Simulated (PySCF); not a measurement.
## Run report: C₅H₁₆N₂Si₂, NMR shielding calculation

C₅H₁₆N₂Si₂, computed with GIAO PBE0/pcSseg-1 NMR shielding, non-relativistic, gas phase (PySCF 2.14.0).

The geometry comes from this level: GFN2-xTB. It belongs to a series of runs on one base structure; here: constitutional isomer. Figures and captions count atoms from 1; the log counts them from 0 in places.

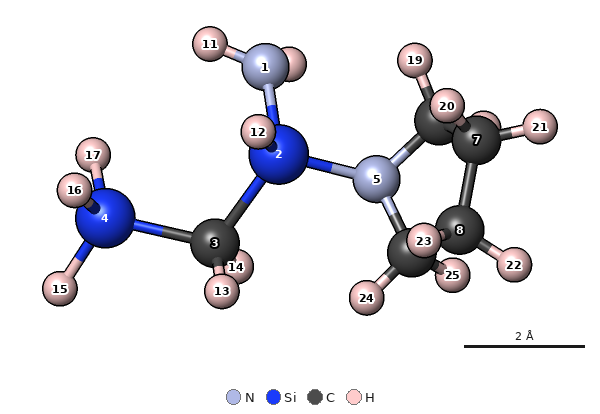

Fig. 1: The structure (ball-and-stick view, seen at a tilt; atoms are numbered from 1 in the order of the input). Bond lengths as drawn: C–C 1.54 Å, C–H 1.09 to 1.10 Å, C–N 1.44 to 1.45 Å, C–Si 1.89 to 1.90 Å, H–N 1.01 Å, H–Si 1.46 to 1.48 Å and N–Si 1.72 to 1.73 Å.

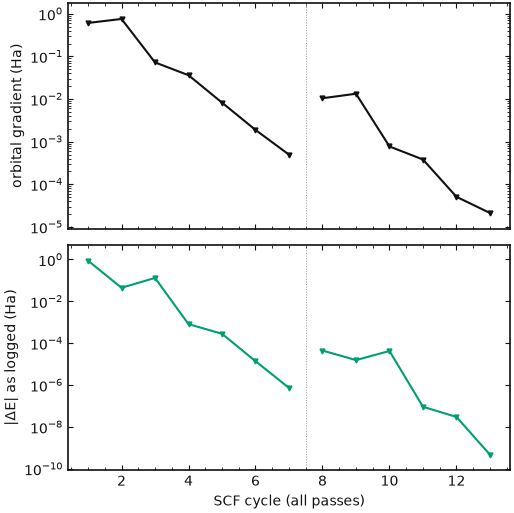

Fig. 2: Convergence of the self-consistent field: orbital gradient and size of the energy change against the SCF cycle. The dotted line marks the change from a coarse to the final integration grid. The first 7 cycles use a coarse grid, the final grid takes over at cycle 8, and the field converges after 13 cycles in all.

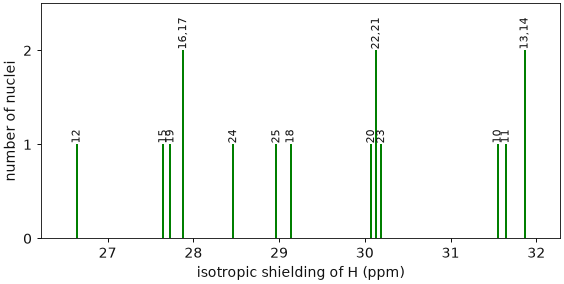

Fig. 3: Isotropic shieldings of the hydrogen nuclei in this fixed geometry, labelled by atom number; shielding grows to the right, so chemical shift grows to the left. The least shielded is H12 (26.6 ppm), the most shielded H14 (31.9 ppm).

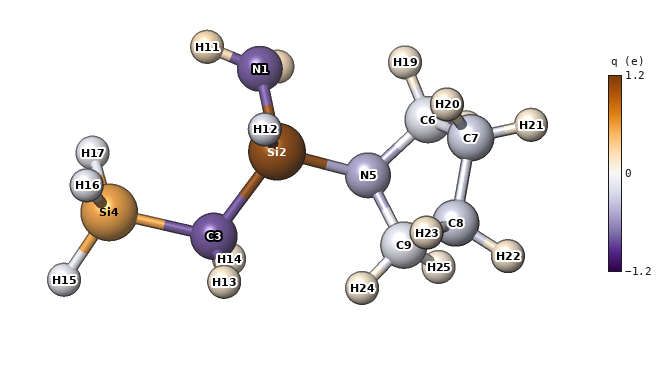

Fig. 4: IAO charges, as the colour of each atom (ball-and-stick view, seen at a tilt; atoms are numbered from 1 in the order of the input). By element: N −0.85 to −0.52, Si +0.60 to +1.13, C −0.86 to −0.15 and H −0.18 to +0.26 e.

The input that produced these results follows, with the program's output.

**Input file**
```
{"job": {"kind": "nmr", "xc": "PBE0", "basis": "pcSseg-1"}, "charge": 0, "multiplicity": 1}
N      1.109874    -0.706705     1.969003
Si     0.714625     0.164475     0.529376
C      1.975275     0.085383    -0.892683
Si     3.740115     0.472203    -0.342703
N     -0.716925    -0.619317    -0.019044
C     -1.825615    -0.819711     0.886761
C     -2.815718     0.311746     0.567724
C     -2.514407     0.661968    -0.899684
C     -1.349379    -0.272703    -1.270805
H      1.011393    -1.709449     1.945834
H      1.975298    -0.465887     2.422170
H      0.598448     1.561171     0.990695
H      1.693967     0.789142    -1.675198
H      1.949044    -0.903626    -1.349991
H      4.661510     0.372117    -1.480192
H      3.813122     1.824990     0.213741
H      4.173809    -0.480010     0.686014
H     -2.286086    -1.792021     0.668987
H     -1.485014    -0.811105     1.918157
H     -2.619353     1.166342     1.213555
H     -3.847483    -0.002824     0.715657
H     -3.375094     0.500428    -1.546646
H     -2.206685     1.702700    -0.994203
H     -0.643060     0.183941    -1.959751
H     -1.742596    -1.189102    -1.730255
```

The first line tells a small driver script what to run in PySCF; the rest is the geometry in Å.

Command:
```bash
OMP_NUM_THREADS=1 python <driver script> task.json out
```

**Output**
```
coarse grid: 20728 points
cycle   1  E = -887.8911846696  dE =  8.808e-01  |g| = 6.084e-01  |ddm| = 4.437e+00
cycle   2  E = -887.8468040649  dE =  4.438e-02  |g| = 7.551e-01  |ddm| = 1.266e+00
cycle   3  E = -887.9780791392  dE = -1.313e-01  |g| = 7.227e-02  |ddm| = 7.860e-01
cycle   4  E = -887.9788928562  dE = -8.137e-04  |g| = 3.618e-02  |ddm| = 9.244e-02
cycle   5  E = -887.9791739510  dE = -2.811e-04  |g| = 8.239e-03  |ddm| = 3.858e-02
cycle   6  E = -887.9791877379  dE = -1.379e-05  |g| = 1.886e-03  |ddm| = 8.181e-03
cycle   7  E = -887.9791884663  dE = -7.284e-07  |g| = 4.960e-04  |ddm| = 1.994e-03
final grid: 187832 points
cycle   8  E = -888.0272618701  dE = -4.436e-05  |g| = 1.044e-02  |ddm| = 3.386e-02
cycle   9  E = -888.0272463199  dE =  1.555e-05  |g| = 1.331e-02  |ddm| = 2.156e-02
cycle  10  E = -888.0272885699  dE = -4.225e-05  |g| = 7.720e-04  |ddm| = 1.210e-02
cycle  11  E = -888.0272886613  dE = -9.136e-08  |g| = 3.811e-04  |ddm| = 9.932e-04
cycle  12  E = -888.0272886910  dE = -2.975e-08  |g| = 5.086e-05  |ddm| = 3.490e-04
cycle  13  E = -888.0272886915  dE = -4.686e-10  |g| = 2.126e-05  |ddm| = 7.581e-05
converged SCF energy = -888.0272886915

GIAO shielding tensors (ppm)
atom      isotropic    diamagn.    paramagn.     s11        s22        s33       span
  0 N      246.670     320.505     -73.834    210.213    256.605    273.193     62.980
  1 Si     369.278     884.228    -514.950    312.185    384.127    411.523     99.338
  2 C      190.219     263.028     -72.809    179.578    189.338    201.741     22.163
  3 Si     428.159     879.161    -451.002    401.466    412.629    470.382     68.916
  4 N      202.456     328.960    -126.504    165.015    204.592    237.760     72.744
  5 C      136.431     245.720    -109.290    100.619    137.038    171.634     71.015
  6 C      160.000     250.884     -90.884    131.102    170.979    177.919     46.817
  7 C      159.701     250.974     -91.273    131.578    169.799    177.727     46.150
  8 C      136.432     245.898    -109.467    100.858    138.335    170.103     69.245
  9 H       31.549      33.899      -2.350     24.712     28.579     41.357     16.645
 10 H       31.643      32.152      -0.509     23.858     27.894     43.176     19.318
 11 H       26.639      33.103      -6.464     23.280     25.458     31.179      7.900
 12 H       31.852      35.105      -3.253     25.685     31.603     38.269     12.584
 13 H       31.876      35.079      -3.203     26.458     31.196     37.975     11.517
 14 H       27.650      27.558       0.092     23.881     25.231     33.838      9.957
 15 H       27.869      28.526      -0.657     24.368     26.048     33.191      8.823
 16 H       27.894      28.721      -0.827     23.867     27.258     32.558      8.691
 17 H       29.133      30.823      -1.690     22.674     27.787     36.939     14.264
 18 H       27.733      31.484      -3.751     21.499     29.261     32.440     10.941
 19 H       30.074      30.880      -0.807     25.639     27.667     36.915     11.276
 20 H       30.135      29.266       0.869     24.876     27.460     38.069     13.193
 21 H       30.125      29.807       0.318     24.894     27.544     37.938     13.043
 22 H       30.191      31.508      -1.317     25.672     27.929     36.971     11.299
 23 H       28.465      33.607      -5.142     22.556     29.761     33.077     10.521
 24 H       28.968      31.517      -2.548     22.614     27.626     36.666     14.052
```

**Results in brief**

| quantity | value |
| --- | --- |
| outcome | converged |
| total energy | −888.027289 hartree |
| HOMO | −6.40 eV |
| LUMO | 0.87 eV |
| dipole moment | 0.90 D |
| isotropic shielding, N | 202.5 to 246.7 ppm |
| isotropic shielding, Si | 369.3 to 428.2 ppm |
| isotropic shielding, C | 136.4 to 190.2 ppm |
| isotropic shielding, H | 26.6 to 31.9 ppm |
| hardware | 1 CPU thread, shared host |
| wall time | 50 s |
| peak memory | 1.2 GiB |
